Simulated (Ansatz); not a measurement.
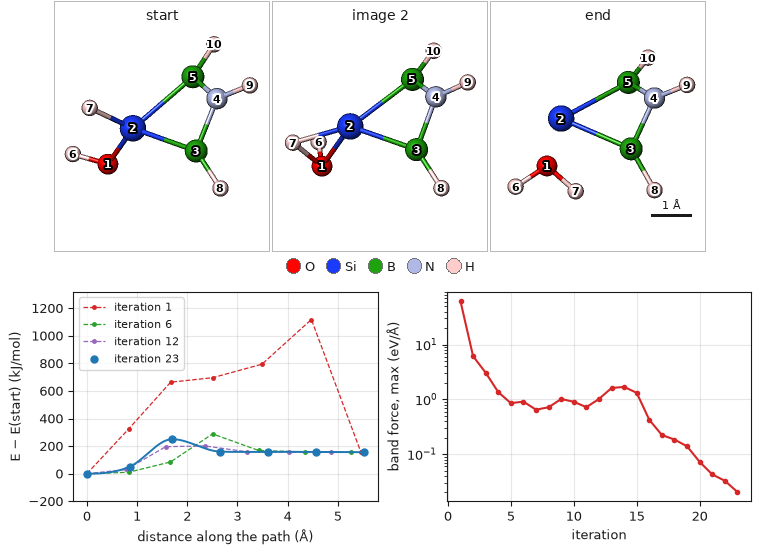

A nudged-elastic-band calculation for B$_{2}$SiNH$_{5}$O. Images are numbered from 0 (start) to 6 (end). The plot follows the band through its iterations. A ball-and-stick model, seen at a tilt.

These are results of Ansatz 0.2.0, RKS PBE-D4/def2-SVP, not measurements. Run with 5 movable images; climbing image; force threshold 0.03 eV/Å; iteration limit 60; starting path through a guess of the saddle point.

Question: Did the band converge, and can the barrier be trusted?

Answer: The result is final at these settings. The band converged in 23 iterations. The largest component of the band force went from 62 to 0.02 eV/Å. The climbing image converged on the top of the path. Its vibrational analysis gives one imaginary mode (1252i cm⁻¹), as a transition state must have. The first iteration put the highest image at 1118.0 kJ/mol. Forward barrier 250.3 kJ/mol, backward barrier 94.3 kJ/mol, with image 2 at the top; the reaction energy is +156.0 kJ/mol.

The run took 110 s on 2 threads of AMD EPYC 9R14 (Zen 4), on a shared host, peak memory 0.17 GiB.
